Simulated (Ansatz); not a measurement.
CHOS (charge −1)

The calculation's input:

```
crystal:
  periodic: [false, false, false]
  atoms:
    - {symbol: O, position_ang: [-0.864508, -0.206925, 1.791238]}
    - {symbol: C, position_ang: [-0.573078, 0.554262, 0.993349]}
    - {symbol: S, position_ang: [0.676432, -0.792049, -1.133345]}
    - {symbol: H, position_ang: [0.761154, 0.444713, -1.651242]}
basis:
  gaussian: {orbitals: "def2-TZVPPD.json"}
total_charge: -1
hamiltonian: {xc: pbe0, dispersion: d4}
output: {orbitals: {seedname: orbitals}}
```

Run with:

```sh
ansatz run in.yaml --threads 2 --pin off --events-out ev --progress --plain --max-ram 4352MiB
```

Geometry: PBE0-D4/def2-TZVPD; at this geometry the atoms fall into two loosely joined parts.

Level of theory: RKS PBE0-D4/def2-TZVPPD (Ansatz 0.2.0).

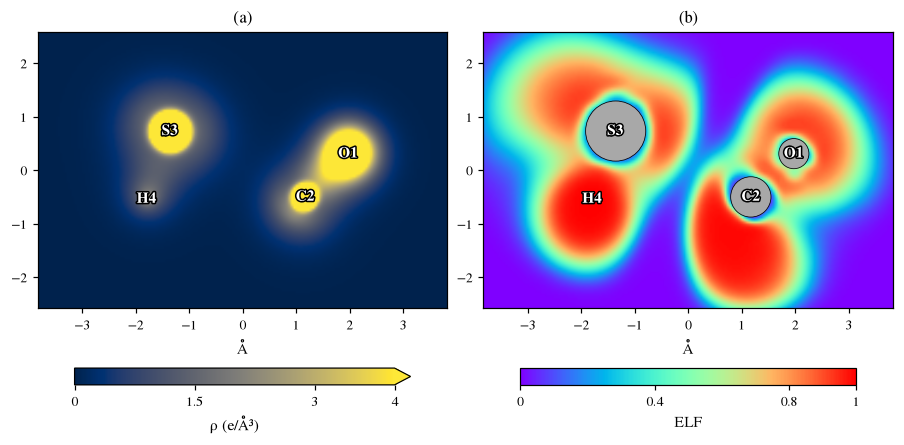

Figure 1. (a) electron density; (b) ELF on the molecular plane. Grey discs cover the atomic cores in the ELF map.

Question: What do the fields say about this system?

Answer: The section cuts through O, C, S and H sites.
C–O (1.14 Å): ρ is about 4.1 e/Å³ halfway; the ELF peaks at about 0.85 between the atoms: a multiple bond.
S–H (1.34 Å): ρ at the midpoint is about 1.4 e/Å³; the ELF climbs to about 1 towards the hydrogen, as it does in any bond to H.
The ELF also peaks beside C2, O1 and S3, away from the bonds: lone-pair regions.

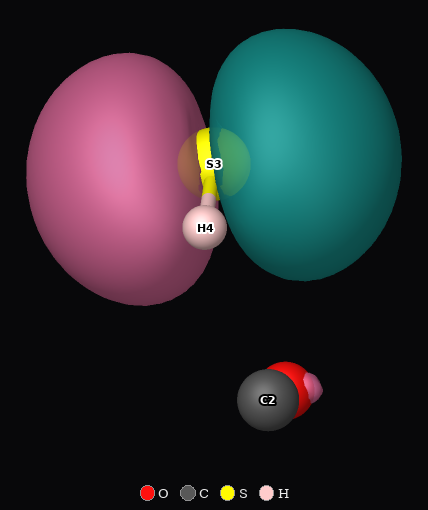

Figure 2. The HOMO−1 at ±0.1 Å⁻³ᐟ² (teal and pink are the two phases), seen at an oblique angle.

Question: Where does this orbital lie, and at what energy?

Answer: By Hirshfeld shares it lies mainly on S3 (about 90 %); it changes sign across the molecular plane (π type). Its energy is −0.59 eV.

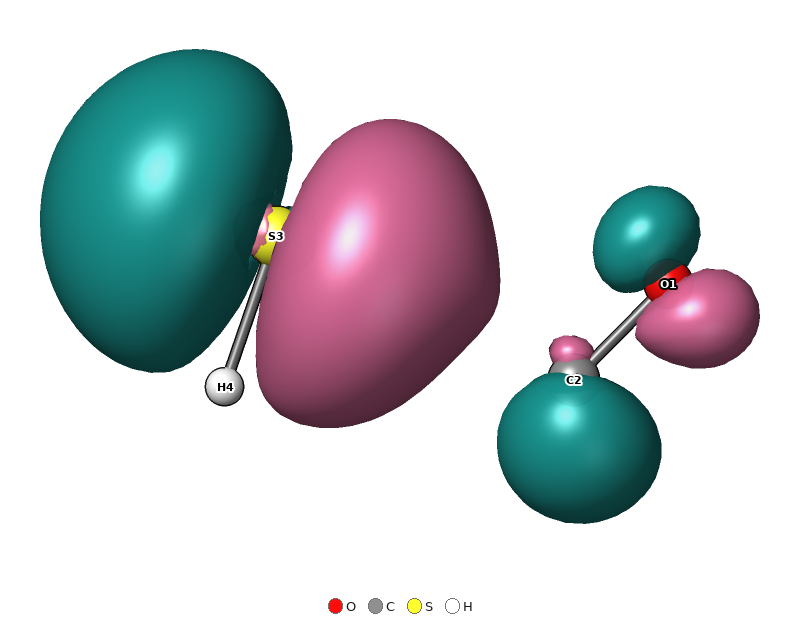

Figure 3. The HOMO at ±0.1 Å⁻³ᐟ² (teal and pink are the two phases), seen across its widest extent.

Question: What is the character of this orbital?

Answer: By Hirshfeld shares it lies mainly on S3 (about 80 %) and C2 (about 10 %); it is symmetric in the molecular plane (an in-plane orbital: σ, lone-pair or in-plane π type); largely a lone pair of S3. Its energy is −0.46 eV.
